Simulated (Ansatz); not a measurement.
A series of calculations on HfNH$_{4}$F$_{3}$

## 1. Relaxation

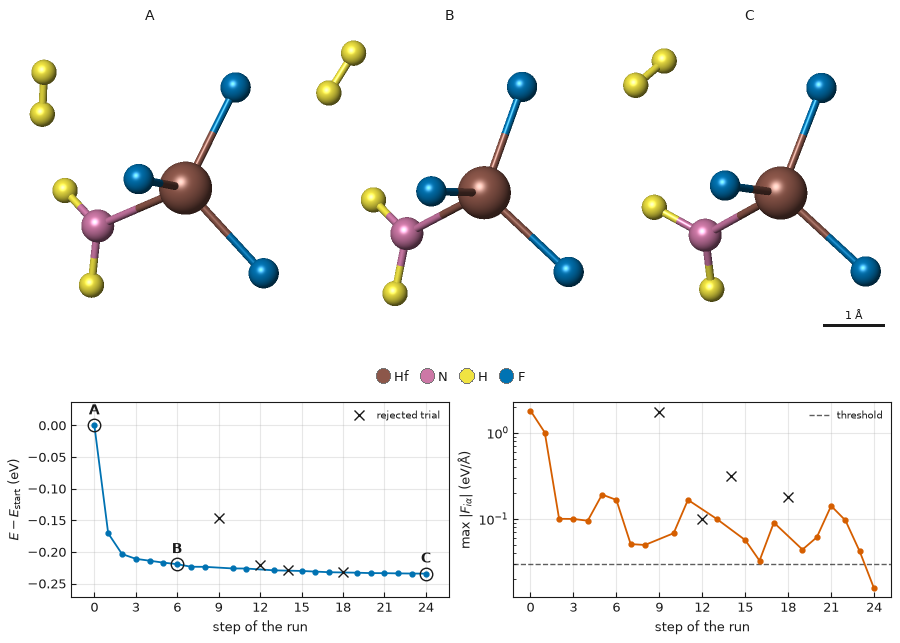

Frames of a relaxation of HfNH4F3, marked on the history of the run. The picture is a ball-and-stick view, seen at a tilt.

The run prepares an end point of a later path (reaction) calculation, from a guessed geometry.

All numbers below come from RKS PBE-D4/def2-SVP in Ansatz 0.2.0. (no spin polarisation; force threshold 0.03 eV/Å; at most 50 steps)

What happens along the run?

An H atom moves most after the best rigid fit: 0.67 Å. Largest moves by element: H 0.67 Å, F 0.27 Å, N 0.20 Å, Hf 0.12 Å. Near-neighbour distances that change, for instance: H–Hf 2.723 → 2.996 Å, Hf–N 2.149 → 2.031 Å, H–Hf 3.049 → 2.957 Å, H–H 0.724 → 0.770 Å. Bond angles that change, for instance: F–Hf–F 107.6° → 110.5°, Hf–N–H 122.2° → 124.8°, N–Hf–F 112.7° → 110.2°. Groups turn about Hf–N by about 25°. The energy falls by 0.234 eV in 20 accepted moves (24 points after the start). The largest force component goes from 1.8 to 0.016 eV/Å. The line search rejected the trial steps at points 9, 12, 14, 18 of the run. From step 0 to 6: an H atom moves most (0.48 Å), energy −0.219 eV. From step 6 to 24: H atoms move most (0.44 Å), energy −0.015 eV.

```json
{"step": "0", "E − E(0), eV": "0.0000", "largest force component, eV/Å": "1.8071", "note": ""}
{"step": "1", "E − E(0), eV": "-0.1705", "largest force component, eV/Å": "1.0078", "note": ""}
{"step": "2", "E − E(0), eV": "-0.2032", "largest force component, eV/Å": "0.1008", "note": ""}
{"step": "3", "E − E(0), eV": "-0.2108", "largest force component, eV/Å": "0.1004", "note": ""}
{"step": "4", "E − E(0), eV": "-0.2138", "largest force component, eV/Å": "0.0957", "note": ""}
{"step": "5", "E − E(0), eV": "-0.2168", "largest force component, eV/Å": "0.1925", "note": ""}
{"step": "6", "E − E(0), eV": "-0.2192", "largest force component, eV/Å": "0.1669", "note": ""}
{"step": "7", "E − E(0), eV": "-0.2233", "largest force component, eV/Å": "0.0513", "note": ""}
{"step": "8", "E − E(0), eV": "-0.2234", "largest force component, eV/Å": "0.0501", "note": ""}
{"step": "9", "E − E(0), eV": "-0.1469", "largest force component, eV/Å": "1.7540", "note": "rejected"}
{"step": "10", "E − E(0), eV": "-0.2260", "largest force component, eV/Å": "0.0686", "note": ""}
{"step": "11", "E − E(0), eV": "-0.2261", "largest force component, eV/Å": "0.1671", "note": ""}
{"step": "12", "E − E(0), eV": "-0.2201", "largest force component, eV/Å": "0.1009", "note": "rejected"}
{"step": "13", "E − E(0), eV": "-0.2290", "largest force component, eV/Å": "0.1007", "note": ""}
{"step": "14", "E − E(0), eV": "-0.2281", "largest force component, eV/Å": "0.3192", "note": "rejected"}
{"step": "15", "E − E(0), eV": "-0.2299", "largest force component, eV/Å": "0.0571", "note": ""}
{"step": "16", "E − E(0), eV": "-0.2310", "largest force component, eV/Å": "0.0329", "note": ""}
{"step": "17", "E − E(0), eV": "-0.2319", "largest force component, eV/Å": "0.0911", "note": ""}
{"step": "18", "E − E(0), eV": "-0.2317", "largest force component, eV/Å": "0.1820", "note": "rejected"}
{"step": "19", "E − E(0), eV": "-0.2327", "largest force component, eV/Å": "0.0443", "note": ""}
{"step": "20", "E − E(0), eV": "-0.2333", "largest force component, eV/Å": "0.0616", "note": ""}
{"step": "21", "E − E(0), eV": "-0.2334", "largest force component, eV/Å": "0.1422", "note": ""}
{"step": "22", "E − E(0), eV": "-0.2338", "largest force component, eV/Å": "0.0965", "note": ""}
{"step": "23", "E − E(0), eV": "-0.2340", "largest force component, eV/Å": "0.0421", "note": ""}
{"step": "24", "E − E(0), eV": "-0.2342", "largest force component, eV/Å": "0.0157", "note": ""}
```

## 2. Relaxation

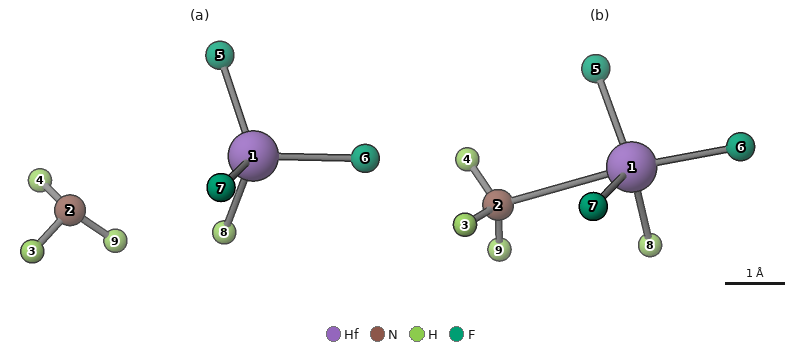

The structure of HfNH$_{4}$F$_{3}$ before (left) and after (right) a relaxation, at one scale.

A ball-and-stick model, seen from a free direction.

The run prepares an end point of a later path (reaction) calculation, from a guessed geometry.

Theory: Ansatz, RKS PBE-D4/def2-SVP.

Input file:
```yaml
crystal:
  periodic: [false, false, false]
  atoms:
    - { symbol: Hf, position_ang: [-0.3905, 0.155437, -0.551624] }
    - { symbol: "N", position_ang: [-0.231668, -0.391668, 2.791147] }
    - { symbol: H, position_ang: [-0.733984, -1.059877, 3.389762] }
    - { symbol: H, position_ang: [0.471742, 0.076513, 3.377914] }
    - { symbol: F, position_ang: [1.465509, 0.576868, -0.335108] }
    - { symbol: F, position_ang: [-1.005929, 1.033046, -2.131071] }
    - { symbol: F, position_ang: [-0.884942, -1.692282, -0.662115] }
    - { symbol: H, position_ang: [-1.36746, 0.972079, 0.796523] }
    - { symbol: H, position_ang: [-0.919268, 0.341384, 2.499471] }
basis:
  gaussian: { orbitals: def2-SVP }
hamiltonian:
  xc: pbe
  dispersion: d4
relax:
  f_tol: 0.03
  max_steps: 50
```

Launched with:
```bash
ansatz run input.yaml --threads 2 --pin off --max-ram 3072MiB --backend cpu --events-out ev --progress --plain --runs-dir out
```

Q: What changed between the two?

A: H3 moves most after the best rigid fit: 0.86 Å. Largest moves by element: H 0.86 Å, F 0.63 Å, N 0.49 Å, Hf 0.46 Å. Among the contacts that change: Hf1–H3 4.139 → 3.008 Å, Hf1–H4 4.024 → 3.007 Å, Hf1–N2 3.391 → 2.455 Å, Hf1–H9 3.102 → 2.980 Å. New bonds form, among them: Hf1–N2 (3.39 → 2.45 Å). Among the angles between lasting bonds that change: F6–Hf1–H8 103.3° → 95.5°, F5–Hf1–F6 107.7° → 102.8°, F5–Hf1–H8 109.4° → 114.0°. Over 8 geometry steps the energy falls by 0.814 eV. Largest force component: 0.66 eV/Å at the start, 0.016 eV/Å at the end. The run took 27 s on 2 threads of Arm Neoverse V1 (shared host), peak memory 0.21 GiB.

## 3. Path

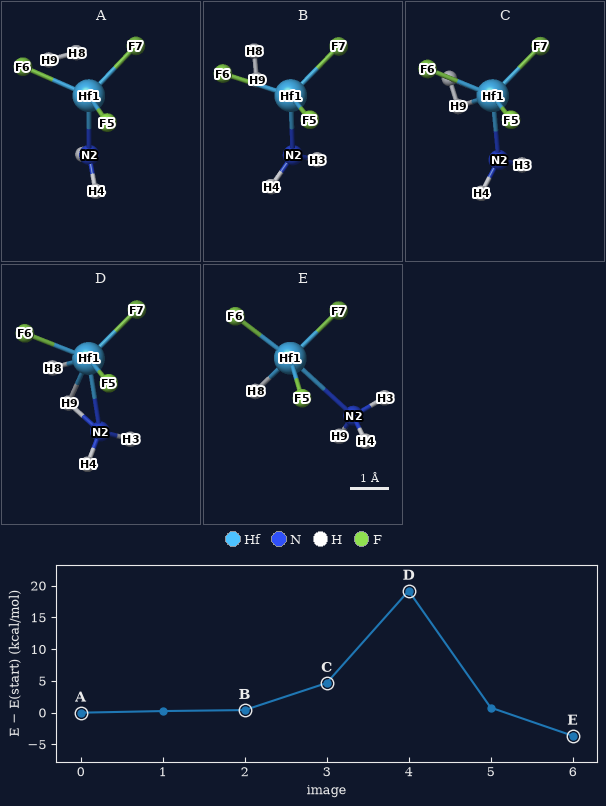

A search for the minimum-energy path of HfNH₄F₃, made up at the start of HfNH$_{2}$F$_{3}$ and H$_{2}$ by the nudged elastic band. Images are numbered from 0 (start) to 6 (end). Frames A to E are images 0, 2, 3, 4, 6. A ball-and-stick model, seen from a free direction.

The calculation used Ansatz 0.2.0, RKS PBE-D4/def2-SVP. Settings: 5 movable images; climbing image; force threshold 0.03 eV/Å; iteration limit 60; starting path through a guess of the saddle point.

Describe the mechanism and the energy profile.

Answer. Breaking: H8–H9 (0.77 → 1.05 at the top → 2.57 Å). Forming: Hf1–H8 (2.96 → 2.11 at the top → 1.87 Å), N2–H9 (3.09 → 1.35 at the top → 1.03 Å). Forward barrier 19.2 kcal/mol, backward barrier 22.8 kcal/mol, with image 4 at the top; the reaction energy is −3.6 kcal/mol. The band is converged. At the top, the vibrational analysis gives one imaginary mode (1059i cm⁻¹), as a transition state must have.

Limits of the set-up: the start holds two separate molecules, 2.6 Å apart at their closest, whose relative position is a soft coordinate.

Cost: 6.5 min on 2 threads of Arm Neoverse V1 (shared host), peak memory 0.21 GiB.
